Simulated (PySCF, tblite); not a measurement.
# C₂H₆N₂Si: dynamics, then NMR shifts on frames

Aim: move C₂H₆N₂Si (`C#C[SiH](N)N`) away from its starting geometry and see how NMR shifts follow the geometry.

Computed with tblite 0.8.0 and PySCF 2.14.0, with density-fitted response routines of our own, on a single molecule in the gas phase. Atoms are numbered from 0 throughout.

### 1 The starting structure

11 atoms, charge 0, multiplicity 1; geometry from: GFN2-xTB.

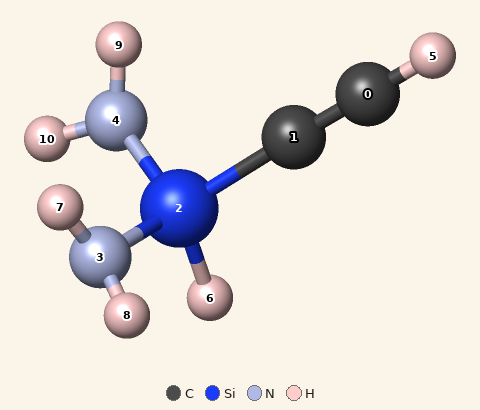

As it starts; carbon dark grey, silicon blue, nitrogen light blue, hydrogen pink, atoms numbered.

### 2 Dynamics with GFN2-xTB

Job settings and geometry (Å):

```
{"job": {"kind": "md", "xc": "GFN2-xTB", "basis": "xTB", "temperature": 400, "steps": 2000, "every": 50, "frames": 5}, "charge": 0, "multiplicity": 1}
C      1.978304     1.749625     0.178590
C      1.064332     1.019608    -0.096217
Si    -0.286760    -0.183647    -0.528168
N      0.029811    -1.804910    -0.005155
N     -1.697259     0.475541     0.206736
H      2.766926     2.405055     0.416930
H     -0.478539    -0.270671    -1.974924
H      0.036957    -2.006975     0.982514
H      0.765856    -2.321515    -0.458241
H     -1.621532     0.993592     1.065555
H     -2.552671    -0.053032     0.186416
```

Method: GFN2-xTB Langevin dynamics, gas phase.

On the command line:

```
OMP_NUM_THREADS=1 python probes_run.py task.json out
```

This one command runs all jobs of the session in turn.

What it wrote:

```text
t/fs     T/K      E/eV
    0.0   350.9   -404.32260
   25.0   281.2   -404.05992
   50.0   286.5   -403.83569
   75.0   429.2   -403.98651
  100.0   529.1   -404.04643
  125.0   241.0   -403.86858
  150.0   291.5   -403.76949
  175.0   394.6   -403.86268
  200.0   393.2   -403.76682
  225.0   329.1   -403.73217
  250.0   439.5   -403.86393
  275.0   446.3   -403.86530
  300.0   361.8   -403.79509
  325.0   430.3   -403.89039
  350.0   432.6   -403.78271
  375.0   424.3   -403.88503
  400.0   389.5   -403.67452
  425.0   598.6   -403.91321
  450.0   718.5   -404.00862
  475.0   437.3   -403.87785
  500.0   371.9   -403.78516
  525.0   485.5   -404.01382
  550.0   303.3   -403.76154
  575.0   398.7   -403.86281
  600.0   447.5   -403.93723
  625.0   303.2   -403.95172
  650.0   403.6   -403.94319
  675.0   448.1   -403.84800
  700.0   366.0   -403.82328
  725.0   485.3   -403.92242
  750.0   447.6   -403.82154
  775.0   352.2   -403.80187
  800.0   366.7   -403.87774
  825.0   461.8   -403.97132
  850.0   371.3   -403.76295
  875.0   361.6   -403.90741
  900.0   396.0   -404.02077
  925.0   345.4   -403.64435
  950.0   391.1   -403.83600
  975.0   318.1   -403.62777
 1000.0   565.2   -403.83484
```

Run time: 7.5 s. Hardware: 1 thread of Arm Neoverse V1, shared host; peak memory 0.18 GiB.

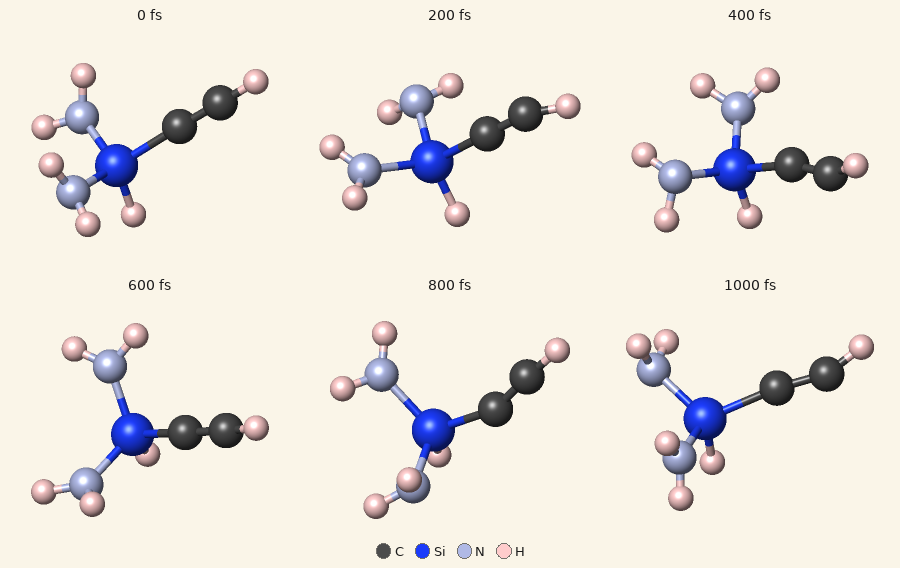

Frames of the run.

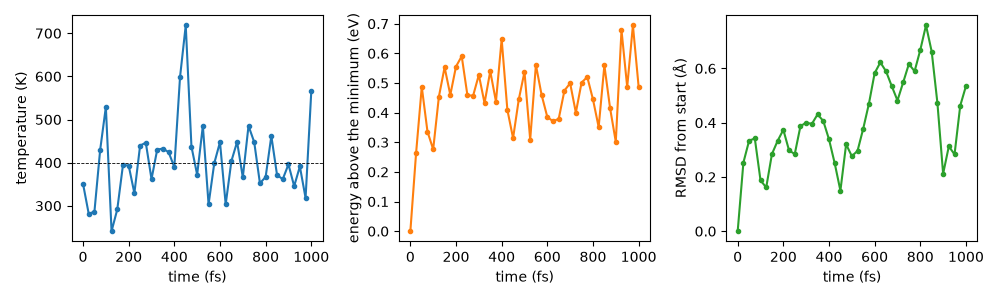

Temperature, potential energy and distance from the start.

Positions (Å) and forces (eV/Å) at 1000 fs:

```xyz
11

C     1.294    1.005   -0.850   -2.498   -1.985    0.768
C     0.431    0.139   -0.716    1.684    1.537   -0.248
Si   -0.852   -1.219   -0.756    0.172   -1.036    0.875
N    -0.126   -2.818   -0.559   -0.538    1.997    2.112
N    -2.244   -0.983    0.330    2.388   -1.984    1.136
H     1.805    1.887   -0.656    0.661    0.413   -0.247
H    -1.332   -1.293   -2.091   -0.458    0.054   -0.815
H     0.324   -3.228    0.260   -0.354    0.475   -0.526
H    -0.037   -3.362   -1.347    0.262   -1.207   -1.582
H    -2.608   -0.080    0.406   -0.582    1.396   -0.074
H    -1.933   -1.258    1.308   -0.739    0.338   -1.400
```

### 3 NMR shieldings: 250 fs, PBE0/pcSseg-1

Job settings and geometry (Å):

```
{"job": {"kind": "nmr", "xc": "PBE0", "basis": "pcSseg-1", "pop": false}, "charge": 0, "multiplicity": 1}
C      2.238200     0.364400     0.114400
C      1.149600     0.120000    -0.355200
Si    -0.681500    -0.572300    -0.599900
N     -1.033800    -2.112500     0.158700
N     -1.634900     0.687000     0.169200
H      3.245400     0.674700    -0.006700
H     -0.842300    -0.804700    -2.047100
H     -0.786300    -1.972100     1.156200
H     -0.620400    -2.925100    -0.278100
H     -1.477900     1.686800     0.098000
H     -2.559500     0.408900     0.272600
```

Level: GIAO PBE0/pcSseg-1 NMR shielding, non-relativistic, gas phase.

What it wrote:

```text
coarse grid: 9640 points
cycle   1  E = -478.3124623006  dE =  3.516e-01  |g| = 5.990e-01  |ddm| = 3.010e+00
cycle   2  E = -478.2737720611  dE =  3.869e-02  |g| = 7.368e-01  |ddm| = 1.224e+00
cycle   3  E = -478.3916273592  dE = -1.179e-01  |g| = 7.518e-02  |ddm| = 7.330e-01
cycle   4  E = -478.3928206005  dE = -1.193e-03  |g| = 2.811e-02  |ddm| = 9.515e-02
cycle   5  E = -478.3929591995  dE = -1.386e-04  |g| = 1.676e-02  |ddm| = 3.146e-02
cycle   6  E = -478.3930292918  dE = -7.009e-05  |g| = 3.651e-03  |ddm| = 1.338e-02
cycle   7  E = -478.3930326792  dE = -3.387e-06  |g| = 4.766e-04  |ddm| = 3.235e-03
final grid: 88560 points
cycle   8  E = -478.4171698018  dE = -1.711e-05  |g| = 7.202e-03  |ddm| = 1.502e-02
cycle   9  E = -478.4171619281  dE =  7.874e-06  |g| = 9.589e-03  |ddm| = 1.371e-02
cycle  10  E = -478.4171808225  dE = -1.889e-05  |g| = 6.561e-04  |ddm| = 7.748e-03
cycle  11  E = -478.4171809275  dE = -1.050e-07  |g| = 2.027e-04  |ddm| = 8.508e-04
cycle  12  E = -478.4171809334  dE = -5.843e-09  |g| = 1.372e-04  |ddm| = 2.260e-04
cycle  13  E = -478.4171809378  dE = -4.454e-09  |g| = 3.481e-05  |ddm| = 1.065e-04
cycle  14  E = -478.4171809381  dE = -3.081e-10  |g| = 6.902e-06  |ddm| = 3.550e-05
converged SCF energy = -478.4171809381

GIAO shielding tensors (ppm)
atom      isotropic    diamagn.    paramagn.     s11        s22        s33       span
  0 C       89.999     263.590    -173.590     -5.408     16.112    259.295    264.703
  1 C       73.305     272.547    -199.242    -40.751    -21.353    282.019    322.770
  2 Si     388.408     878.836    -490.428    333.219    384.553    447.451    114.232
  3 N      231.678     321.828     -90.149    201.458    236.093    257.483     56.025
  4 N      248.375     318.126     -69.751    205.356    265.412    274.355     68.999
  5 H       29.137      31.436      -2.299     23.463     24.805     39.143     15.680
  6 H       26.498      28.497      -1.999     23.840     23.924     31.731      7.890
  7 H       30.003      31.124      -1.121     23.746     27.235     39.027     15.280
  8 H       30.316      30.263       0.053     24.359     25.707     40.882     16.523
  9 H       30.329      31.063      -0.734     23.491     26.245     41.251     17.760
 10 H       32.498      31.355       1.143     24.728     28.459     44.307     19.579
```

It took 6.8 s on 1 thread of Arm Neoverse V1, shared host; peak memory 0.54 GiB.

The references, computed at this level on geometries of the same kind, shield at (ppm): 1H TMS 31.72, 13C TMS 186.9, 29Si TMS 349.2, 15N NH3 267.7. Their shielding less the atom's gives the shift. The references are single molecules in the gas phase, so shifts against H2O, NH3, PH3, H3PO4 or CFCl3 are not on the usual liquid scales and can be off by tens of ppm. Each atom is listed at this fixed geometry, with no averaging over motion; a spectrum would average atoms that exchange fast.

| atoms | environment | σ (ppm) | δ (ppm) |
| --- | --- | --- | --- |
| C1 | alkyne carbon | 73.3 | 113.6 |
| C0 | terminal alkyne carbon | 90.0 | 96.9 |
| H6 | hydrogen on a silicon bonded to C, 2 N | 26.50 | 5.22 |
| H5 | hydrogen on a terminal alkyne carbon | 29.14 | 2.58 |
| H7 | hydrogen on a nitrogen bonded to Si | 30.00 | 1.71 |
| H8 | hydrogen on a nitrogen bonded to Si | 30.32 | 1.40 |
| H9 | hydrogen on a nitrogen bonded to Si | 30.33 | 1.39 |
| H10 | hydrogen on a nitrogen bonded to Si | 32.50 | -0.78 |
| Si2 | silicon bonded to C, 2 N, H | 388.4 | -39.2 |
| N3 | nitrogen bonded to Si, 2 H | 231.7 | 36.1 |
| N4 | nitrogen bonded to Si, 2 H | 248.4 | 19.4 |

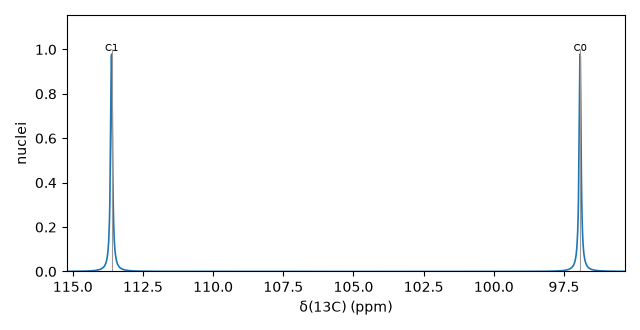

13C lines at the computed shifts, without couplings. Lines are broadened to a width of 0.08 ppm (Lorentzian).

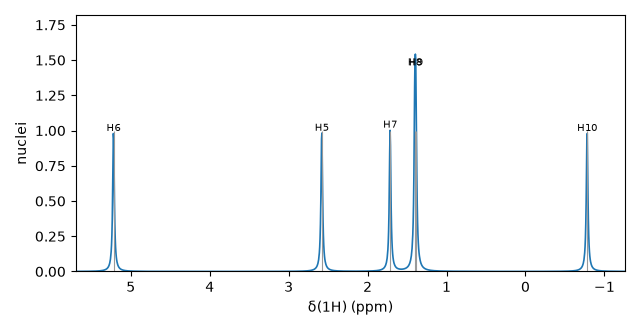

1H lines at the computed shifts, without couplings. Lines are broadened to a width of 0.02 ppm (Lorentzian).

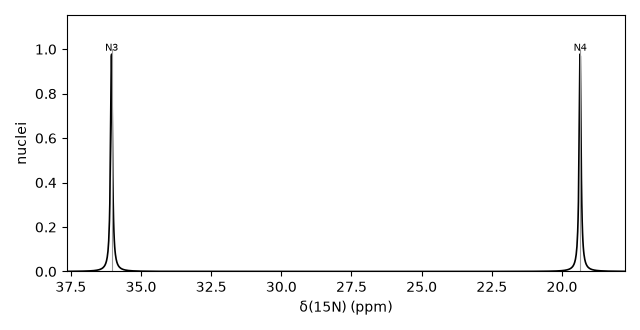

15N lines at the computed shifts, without couplings. Lines are broadened to a width of 0.08 ppm (Lorentzian).

### 4 Shielding tensors: 425 fs, PBE0/pcSseg-1

Job settings and geometry (Å):

```
{"job": {"kind": "nmr", "xc": "PBE0", "basis": "pcSseg-1", "pop": false}, "charge": 0, "multiplicity": 1}
C      2.438400    -0.301200    -0.295700
C      1.259500    -0.487600    -0.369200
Si    -0.607200    -0.774100    -0.328300
N     -0.759200    -2.373100     0.405900
N     -1.378600     0.610000     0.321000
H      3.485500    -0.215200    -0.526400
H     -1.424400    -0.889200    -1.603300
H     -0.952100    -2.493300     1.380800
H     -0.393300    -3.160100    -0.074300
H     -0.864600     1.404500     0.718500
H     -2.235400     0.667400     0.810900
```

Method: GIAO PBE0/pcSseg-1 NMR shielding, non-relativistic, gas phase.

What it wrote:

```text
coarse grid: 9640 points
cycle   1  E = -478.2989995034  dE =  4.413e-01  |g| = 6.340e-01  |ddm| = 3.038e+00
cycle   2  E = -478.2590601828  dE =  3.994e-02  |g| = 7.702e-01  |ddm| = 1.215e+00
cycle   3  E = -478.3854414845  dE = -1.264e-01  |g| = 9.879e-02  |ddm| = 6.919e-01
cycle   4  E = -478.3872200787  dE = -1.779e-03  |g| = 5.260e-02  |ddm| = 1.037e-01
cycle   5  E = -478.3878555609  dE = -6.355e-04  |g| = 1.702e-02  |ddm| = 4.251e-02
cycle   6  E = -478.3879265941  dE = -7.103e-05  |g| = 2.352e-03  |ddm| = 1.454e-02
cycle   7  E = -478.3879281103  dE = -1.516e-06  |g| = 3.952e-04  |ddm| = 2.693e-03
final grid: 88560 points
cycle   8  E = -478.4125214771  dE = -1.673e-05  |g| = 7.259e-03  |ddm| = 1.715e-02
cycle   9  E = -478.4125146610  dE =  6.816e-06  |g| = 9.401e-03  |ddm| = 1.260e-02
cycle  10  E = -478.4125325545  dE = -1.789e-05  |g| = 5.821e-04  |ddm| = 6.902e-03
cycle  11  E = -478.4125326384  dE = -8.389e-08  |g| = 1.601e-04  |ddm| = 7.148e-04
cycle  12  E = -478.4125326438  dE = -5.424e-09  |g| = 7.232e-05  |ddm| = 1.770e-04
cycle  13  E = -478.4125326448  dE = -9.113e-10  |g| = 3.801e-05  |ddm| = 6.569e-05
cycle  14  E = -478.4125326451  dE = -3.715e-10  |g| = 4.472e-06  |ddm| = 2.969e-05
converged SCF energy = -478.4125326451

GIAO shielding tensors (ppm)
atom      isotropic    diamagn.    paramagn.     s11        s22        s33       span
  0 C       90.581     261.804    -171.222      6.787     14.912    250.045    243.259
  1 C       90.872     267.035    -176.162    -11.750     -5.214    289.581    301.330
  2 Si     396.118     877.053    -480.935    361.648    400.249    426.458     64.810
  3 N      240.668     319.124     -78.455    201.339    250.729    269.937     68.598
  4 N      252.652     317.592     -64.939    221.650    259.402    276.906     55.256
  5 H       28.935      31.374      -2.438     23.946     24.475     38.385     14.439
  6 H       25.323      27.099      -1.776     21.175     24.160     30.635      9.460
  7 H       31.083      30.785       0.298     24.968     26.688     41.594     16.626
  8 H       31.597      30.102       1.495     24.943     27.538     42.311     17.368
  9 H       30.700      32.075      -1.375     23.302     27.372     41.425     18.123
 10 H       31.834      30.904       0.930     24.464     27.128     43.908     19.444
```

Wall time 6.5 s (1 thread of Arm Neoverse V1, shared host); peak memory 0.57 GiB.

This run: δ C0 96.3, C1 96.1, Si2 -47.0, N3 27.1, H6 6.39, H5 2.78 ppm.

(Part 1 of 2 ends here.)
